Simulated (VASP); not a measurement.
Band structure of BN (space group P6_3mc). All values below come from PBE GGA, VASP's PBE PAW potentials (set 64) (plane waves; VASP).

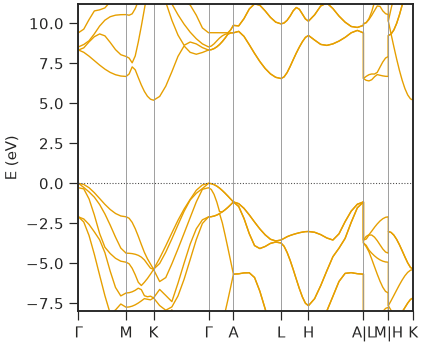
Fig. 1. Bands along high-symmetry lines, zero at the valence-band maximum or, without a gap, the Fermi level

### Question
Read the plot: is there a gap, and where are the band edges?

### Answer
The gap is indirect, 5.20 eV, from the valence maximum at Γ to the conduction minimum at K. (Edges off the drawn lines would not show.)

The structure comes from a computed database's BN entry (P6_3mc); how it stands against other phases isn't given here. The cell was not relaxed at this level.
